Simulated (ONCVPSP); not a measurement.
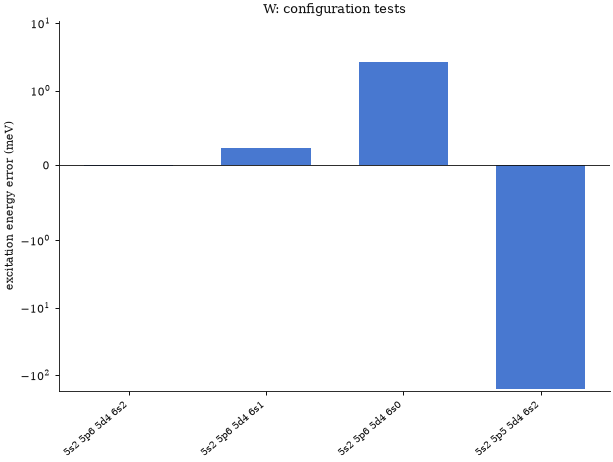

Fig. 1: Errors, all-electron minus pseudo, of the energies of valence configurations relative to the unpolarised reference 5s2 5p6 5d5 6s1.

- Worst configuration: 5s2 5p5 5d4 6s2 (charge +1): the error is -162 meV on an all-electron energy of +47.40 eV relative to the reference, or 0.34 %.
- Configurations within 10 meV and within 50 meV: 3 and 3 of 4.
- Errors in meV: 5s2 5p6 5d4 6s2: 0.0; 5s2 5p6 5d4 6s1: +0.2; 5s2 5p6 5d4 6s0: +2.7; 5s2 5p5 5d4 6s2: -162.

**Run report: W, pseudopotential generation**

System: tungsten (W, Z = 74), core [Kr] 4d10 4f14, reference valence 5s2 5p6 5d5 6s1, valence charge 14.
Method: ONCV potential, PBE, scalar-relativistic, made with ONCVPSP 4.0.1.

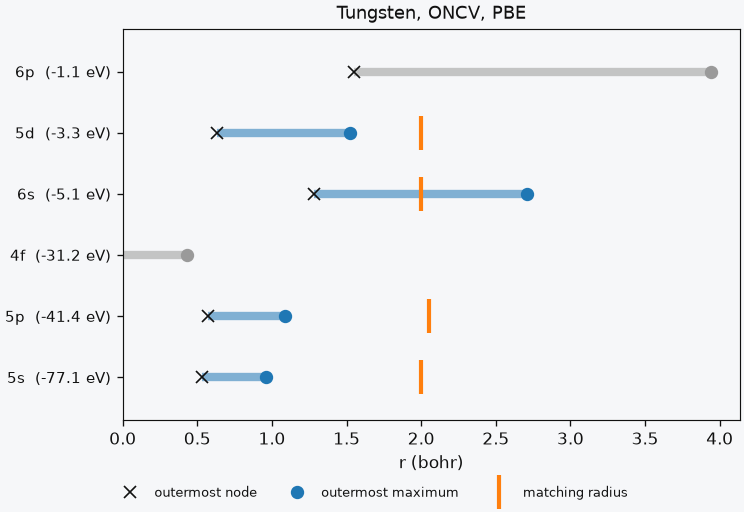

Fig. 2: Outer shells of the all-electron reference atom: each bar runs from the outermost node (or the nucleus) to the outermost maximum of u(r); the tick is the radius chosen for the pseudo-wave. Shells without a tick have no pseudo-wave of their own. Levels, nodes and maxima are from ld1.x, scalar-relativistic.

- Radii against the shells: 5s: 2.00 bohr, outside the maximum; 5p: 2.05 bohr, outside the maximum; 6s: 2.00 bohr, between node and maximum; 5d: 2.00 bohr, outside the maximum.

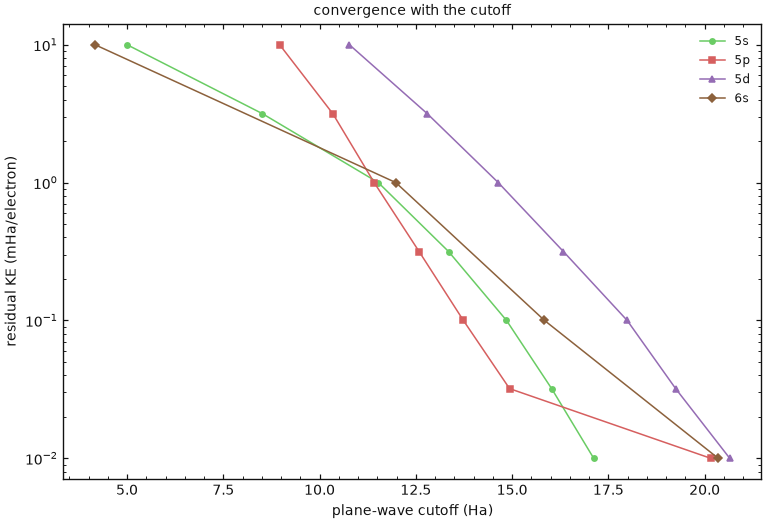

Fig. 3: Residual kinetic energy of the pseudo-waves (the first of each channel, and further valence shells) beyond the plane-wave cutoff, as the generator prints it.

- Hardest wave at 1 mHa per electron: 5d, with rc = 2.00 bohr and qcut = 7 1/bohr. The optimisation minimises, but can't always remove, the kinetic energy above qcut²/2 = 24.5 Ha, and a larger rc would as a rule soften the wave at some cost in transferability.
- Cutoffs for the occupied states: 15 Ha for 1 mHa and 18 Ha for 0.1 mHa per electron. The first is set by 5d.
- Cutoffs for 1 mHa per electron: 5d: 15 Ha; 6s: 12 Ha; 5s: 12 Ha; 5p: 11 Ha.

These pictures come from the run below.

## Input
```
# ATOM AND REFERENCE CONFIGURATION
# atsym  z   nc   nv     iexc    psfile
  W 74.00   10    4        4      upf
#
#   n    l    f
    1    0    2.00
    2    0    2.00
    2    1    6.00
    3    0    2.00
    3    1    6.00
    3    2   10.00
    4    0    2.00
    4    1    6.00
    4    2   10.00
    4    3   14.00
    5    0    2.00
    5    1    6.00
    5    2    5.00
    6    0    1.00
#
# PSEUDOPOTENTIAL AND OPTIMIZATION
# lmax
    2
#
#   l,   rc,      ep,       ncon, nbas, qcut
    0    2.00    0.00    4    7    6.10
    1    2.05    0.00    4    8    7.90
    2    2.00    0.00    4    8    7.00
#
# LOCAL POTENTIAL
# lloc, lpopt,  rc(5),   dvloc0
    2    5    2.00    0.00
#
# VANDERBILT-KLEINMAN-BYLANDER PROJECTORs
# l, nproj, debl
    0    2    1.90
    1    1    3.20
    2    0    3.50
#
# MODEL CORE CHARGE
# icmod, fcfact, rcfact
    0    0.00    0.00
#
# LOG DERIVATIVE ANALYSIS
# epsh1, epsh2, depsh
   -4.00    5.00    0.02
#
# OUTPUT GRID
# rlmax, drl
    6.00    0.01
#
# TEST CONFIGURATIONS
# ncnf
    4
# nvcnf
#   n    l    f
    4
    5    0    2.00
    5    1    6.00
    5    2    4.00
    6    0    2.00
#
    4
    5    0    2.00
    5    1    6.00
    5    2    4.00
    6    0    1.00
#
    4
    5    0    2.00
    5    1    6.00
    5    2    4.00
    6    0    0.00
#
    4
    5    0    2.00
    5    1    5.00
    5    2    4.00
    6    0    2.00
#
```

Command:
```bash
oncvpsp.x < W.dat > W.out
```

## Output (extracts)
```
ONCVPSP  (Optimized Norm-Conservinng Vanderbilt PSeudopotential)
scalar-relativistic version 4.0.1

#   n    l    f        energy (Ha)
    1    0    2.00    -2.5539471E+03
    2    0    2.00    -4.4073968E+02
    2    1    6.00    -3.8539597E+02
    3    0    2.00    -1.0145026E+02
    3    1    6.00    -8.5063793E+01
    3    2   10.00    -6.6230094E+01
    4    0    2.00    -2.0872105E+01
    4    1    6.00    -1.5498039E+01
    4    2   10.00    -8.6897884E+00
    4    3   14.00    -1.1480237E+00
    5    0    2.00    -2.8348226E+00
    5    1    6.00    -1.5216853E+00
    5    2    5.00    -1.2191892E-01
    6    0    1.00    -1.8909384E-01

Reference configufation results
  iterations    32
  all-electron total energy (Ha)   -1.61424568D+04

Begin loop to  construct optimized pseudo wave functions
and semi-local pseudopoentials for all angular momenta

Calculating optimized projector #   1

 for l=   0

    Fraction of norm inside rc  0.984443
    Optimizing pswf for qcut=   6.09 a_B^-1,  ecut=  18.57 Ha
    Residual kinetic energy error=  2.62D-06 Ha

    Energy error per electron        Cutoff
         Ha          eV             Ha
         0.01000     0.27211        5.00
         0.00100     0.02721       11.52
         0.00010     0.00272       14.85
         0.00001     0.00027       17.12

Calculating optimized projector #   2

 for l=   0

    Fraction of norm inside rc  0.110428
    Optimizing pswf for qcut=   6.09 a_B^-1,  ecut=  18.57 Ha
    Residual kinetic energy error=  1.37D-05 Ha

    Energy error per electron        Cutoff
         Ha          eV             Ha
         0.01000     0.27211        4.17
         0.00100     0.02721       11.98
         0.00010     0.00272       15.84
         0.00001     0.00027       20.35

Calculating optimized projector #   1

 for l=   1

    Fraction of norm inside rc  0.948386
    Optimizing pswf for qcut=   7.91 a_B^-1,  ecut=  31.25 Ha
    Residual kinetic energy error=  9.56D-09 Ha

    Energy error per electron        Cutoff
         Ha          eV             Ha
         0.01000     0.27211        8.96
         0.00100     0.02721       11.42
         0.00010     0.00272       13.73
         0.00001     0.00027       20.15

Calculating optimized projector #   1

 for l=   2

    Fraction of norm inside rc  0.521970
    Optimizing pswf for qcut=   6.99 a_B^-1,  ecut=  24.46 Ha
    Residual kinetic energy error=  1.96D-07 Ha

    Energy error per electron        Cutoff
         Ha          eV             Ha
         0.01000     0.27211       10.77
         0.00100     0.02721       14.64
         0.00010     0.00272       17.99
         0.00001     0.00027       20.65

Construct Vanderbilt / Kleinmman-Bylander projectors

B matrix Hermiticity error, ll=   0
   1   2    3.3513E-04

  Orthonormal projector coefficients  5.6377E+00  8.1883E-01

Pseudoatom total energy  -68.484131

Diagnostic tests using Vanderbilt-Kleinman-Bylander pseudopotentials
  1 or more projectors used as specified by nproj input data

   l    rcore       rmatch      e in        delta e   norm test  slope test

   0   2.0002565   2.0609886  -2.8348226   0.0000052   1.0000951   1.0000754
   0   2.0002565   2.0609886  -0.1890938   0.0000020   1.0000442   1.0000319

   1   2.0609886   2.1235647  -1.5216853  -0.0000001   0.9999995   0.9999975

   2   2.0002565   2.0609886  -0.1219189  -0.0000000   1.0000007   1.0000026

 Testing for bound ghosts
   n   l    E NL Schr. Eq   E Basis Diag.   E Cutoff

   1   0       -2.834817       -2.834817     47.88
   2   0       -0.189092       -0.168445     47.88

   2   1       -1.521685       -1.521685     52.85

 Testing for highly-localized positive-energy ghosts
       l    <radius>/rc     E Basis Diag.   E Cutoff

Test configuration 0

   n   l     f        eae           eps        diff
   1   0  2.0000-2553.94714096
   2   0  2.0000 -440.73968271
   2   1  6.0000 -385.39597496
   3   0  2.0000 -101.45025768
   3   1  6.0000  -85.06379327
   3   2 10.0000  -66.23009412
   4   0  2.0000  -20.87210544
   4   1  6.0000  -15.49803889
   4   2 10.0000   -8.68978836
   4   3 14.0000   -1.14802370
   5   0  2.0000   -2.83482258   -2.83481739    5.19D-06
   5   1  6.0000   -1.52168532   -1.52168545   -1.33D-07
   5   2  5.0000   -0.12191892   -0.12191895   -3.78D-08
   6   0  1.0000   -0.18909384   -0.18909183    2.01D-06

    Total energies and differences
      AE_ref= -1.61424568D+04  AE_tst= -1.61424568D+04  dif=  0.00D+00
      PS_ref= -6.84841310D+01  PS_tst= -6.84841310D+01  dif=  2.42D-13
      PSP excitation error= -2.42D-13

Test configuration 1

   n   l     f        eae           eps        diff
   1   0  2.0000-2554.01648257
   2   0  2.0000 -440.81249975
   2   1  6.0000 -385.46869021
   3   0  2.0000 -101.52222840
   3   1  6.0000  -85.13576036
   3   2 10.0000  -66.30236720
   4   0  2.0000  -20.94403960
   4   1  6.0000  -15.57010256
   4   2 10.0000   -8.76214472
   4   3 14.0000   -1.22032709
   5   0  2.0000   -2.90589091   -2.90468413    1.21D-03
   5   1  6.0000   -1.58764932   -1.58765300   -3.68D-06
   5   2  4.0000   -0.16464925   -0.16487071   -2.21D-04
   6   0  2.0000   -0.20995059   -0.20983722    1.13D-04

    Total energies and differences
      AE_ref= -1.61424568D+04  AE_tst= -1.61425134D+04  dif= -5.65D-02
      PS_ref= -6.84841310D+01  PS_tst= -6.85406800D+01  dif= -5.65D-02
      PSP excitation error= -4.02D-07

Test configuration 2

   n   l     f        eae           eps        diff
   1   0  2.0000-2554.29339267
   2   0  2.0000 -441.08744223
   2   1  6.0000 -385.74369191
   3   0  2.0000 -101.79738334
   3   1  6.0000  -85.41091876
   3   2 10.0000  -66.57739252
   4   0  2.0000  -21.21929772
   4   1  6.0000  -15.84531711
   4   2 10.0000   -9.03722917
   4   3 14.0000   -1.49534176
   5   0  2.0000   -3.18114191   -3.18111398    2.79D-05
   5   1  6.0000   -1.86379527   -1.86410542   -3.10D-04
   5   2  4.0000   -0.43098130   -0.43107292   -9.16D-05
   6   0  1.0000   -0.44766545   -0.44750256    1.63D-04

    Total energies and differences
      AE_ref= -1.61424568D+04  AE_tst= -1.61421869D+04  dif=  2.70D-01
      PS_ref= -6.84841310D+01  PS_tst= -6.82142270D+01  dif=  2.70D-01
      PSP excitation error=  8.62D-06

Test configuration 3

   n   l     f        eae           eps        diff
   1   0  2.0000-2554.61257383
   2   0  2.0000 -441.40399517
   2   1  6.0000 -386.06033646
   3   0  2.0000 -102.11383988
   3   1  6.0000  -85.72738216
   3   2 10.0000  -66.89373317
   4   0  2.0000  -21.53583630
   4   1  6.0000  -16.16181158
   4   2 10.0000   -9.35356450
   4   3 14.0000   -1.81143461
   5   0  2.0000   -3.49679521   -3.49861246   -1.82D-03
   5   1  6.0000   -2.17922323   -2.18007481   -8.52D-04
   5   2  4.0000   -0.73062511   -0.73040190    2.23D-04

    Total energies and differences
      AE_ref= -1.61424568D+04  AE_tst= -1.61416107D+04  dif=  8.46D-01
      PS_ref= -6.84841310D+01  PS_tst= -6.76380917D+01  dif=  8.46D-01
      PSP excitation error=  9.76D-05

Test configuration 4

   n   l     f        eae           eps        diff
   1   0  2.0000-2554.53159403
   2   0  2.0000 -441.31052872
   2   1  6.0000 -385.96832335
   3   0  2.0000 -102.01138813
   3   1  6.0000  -85.62513405
   3   2 10.0000  -66.79179464
   4   0  2.0000  -21.43396303
   4   1  6.0000  -16.06050178
   4   2 10.0000   -9.25233696
   4   3 14.0000   -1.70551182
   5   0  2.0000   -3.36502560   -3.38154597   -1.65D-02
   5   1  5.0000   -2.02729124   -2.03584914   -8.56D-03
   5   2  4.0000   -0.53582316   -0.53722183   -1.40D-03
   6   0  2.0000   -0.49517553   -0.49563385   -4.58D-04

    Total energies and differences
      AE_ref= -1.61424568D+04  AE_tst= -1.61407148D+04  dif=  1.74D+00
      PS_ref= -6.84841310D+01  PS_tst= -6.67361355D+01  dif=  1.75D+00
      PSP excitation error= -5.97D-03
```

## Key numbers

- outcome: generated
- cutoffs needed: 15 Ha and 18 Ha (the cutoffs at which the residual kinetic energy of the hardest occupied pseudo-wave falls to 1 and 0.1 mHa per electron)
- ghost test: no bound ghost flagged; no localised positive-energy state flagged
- largest excitation error: -162 meV (all-electron minus pseudo) for 5s2 5p5 5d4 6s2, out of 4 test configurations
- range over which the phases arctan(r R′/R) at the test radius agree within 0.05 rad (a looser test near the poles than one of phase shifts): s: over the whole range computed; p: up to about 0.2 Ha; d: up to about 2.3 Ha; f: not judged, local potential alone
- hardware: 1 CPU thread, shared host
- wall time: 4.2 s
